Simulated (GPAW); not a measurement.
# Surface energy and work function of Rh(100) from slabs of 4 to 14 layers (LDA)

How do energy and work function of Rh(100) films settle with thickness, and what surface energy follows?

Set-up. GPAW 26.7.0, plane waves at 450 eV with PAW setups; symmetric 1×1 slabs cut at the tabulated lattice constant (two decimals; low-temperature values for the alkali metals), atoms at bulk places, 7.5 Å of vacuum on each side, one in-plane mesh for all thicknesses, Fermi-Dirac smearing of 0.1 eV. Energies are extrapolated to zero smearing and count from the program's reference atoms. Functional LDA. The cell's area is 7.220 Å².

Results, with one row withheld:

```
layers  energy (eV)  work function (eV)
     4     −32.1499                5.44
     5     −40.9112                5.43
     6     −49.6736                5.42
     7     −58.4192                5.42
     8     −67.1489                5.42
     9     −75.8984                5.42
    10     −84.6428                5.42
    11     −93.3821                5.42
    12    −102.1245                5.42
    14            ?                   ?
```

Q: What surface energy do these runs give, and what energy and work function should the 14-layer slab have?

A: A slab of n layers has E(n) = nε + 2Aγ once its middle is bulk-like. A line through n = 6 to 12 has the slope ε = −8.7419 eV a layer and the intercept 2Aγ = 2.7783 eV (r.m.s. residual 3.5 meV). So γ = 2.7783 / (2 × 7.220 Å²) = 0.1924 eV/Å² = 3.08 J/m², with a standard error of about 0.01 J/m² from the scatter about the line. For 14 layers: 2.7783 + 14 × (−8.7419) = −119.608 eV; the run gives −119.611 eV, 3.4 meV under the line. The work function has no such law: from 6 to 12 layers it stays at 5.42 eV, and the 14-layer slab gives 5.42 eV. The thinnest slab, 4 layers, lies +0.02 eV from that mean. The measured value for this face is 5.30 eV (“Anisotropic work function of elemental crystals” (2019, arxiv:1902.07811)); the unrelaxed 14-layer slab lies 0.12 eV over it.

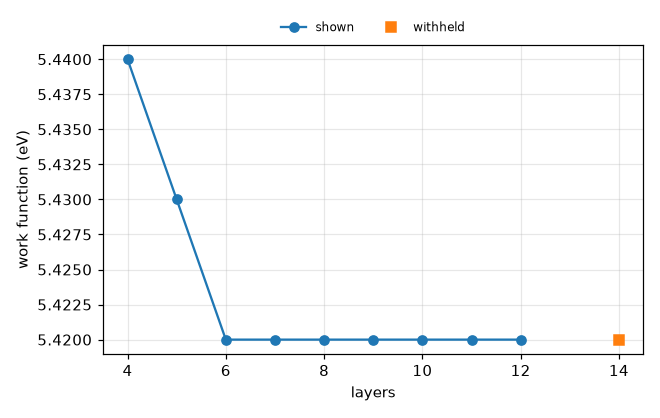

Work function against thickness.

**Limits.** The surfaces are unrelaxed, so γ is an upper bound for this functional and lattice constant. The tabulated lattice constant isn't the functional's own, which strains the slab a little. The runs had no spin polarisation.

[Logs are printed without paths, hosts, clocks, repeated set-up lines and the standing remarks that a program may print on its own settings, such as how far it seeks lower states.]
